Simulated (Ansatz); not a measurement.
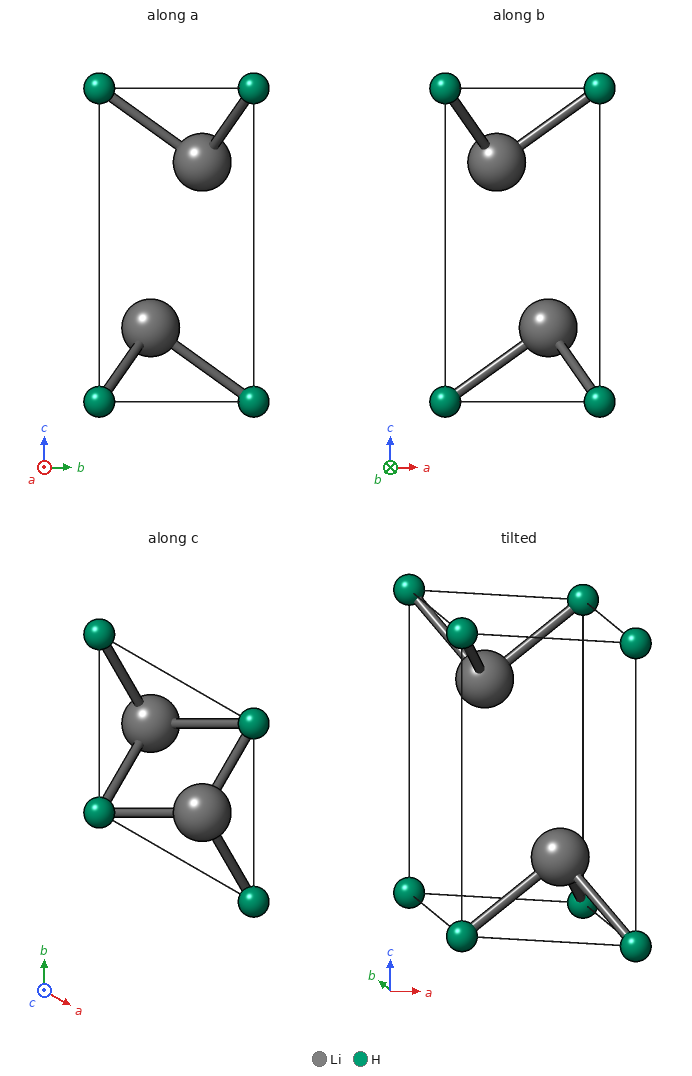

A ball-and-stick rendering, viewed along the a axis, along the b axis, along the c axis and slightly off an axis. The edges of the conventional unit cell are marked.

Lattice parameters: a = 2.8374 Å, b = 2.8374 Å, c = 4.9885 Å, α = 90.000°, β = 90.000°, γ = 120.000°.

### Reconstruct the structure as a CIF with its space group and independent sites, with free fractional coordinates to two decimals.

```cif
data_structure
_symmetry_space_group_name_H-M 'P -3 m 1'
_symmetry_Int_Tables_number 164
_cell_length_a 2.8374
_cell_length_b 2.8374
_cell_length_c 4.9885
_cell_angle_alpha 90.000
_cell_angle_beta 90.000
_cell_angle_gamma 120.000
_cell_volume 34.78
loop_
_atom_site_label
_atom_site_type_symbol
_atom_site_symmetry_multiplicity
_atom_site_Wyckoff_symbol
_atom_site_fract_x
_atom_site_fract_y
_atom_site_fract_z
_atom_site_occupancy
Li1 Li 2 d 0.3333 0.6667 0.76 1
H1 H 1 a 0.00 0.00 0.00 1
```

Its origin is a random cell made by a generator, so it need not be a real form of the compound. Earlier steps of the study may have refined or changed the cell and positions. A calculation with Ansatz used it as input.
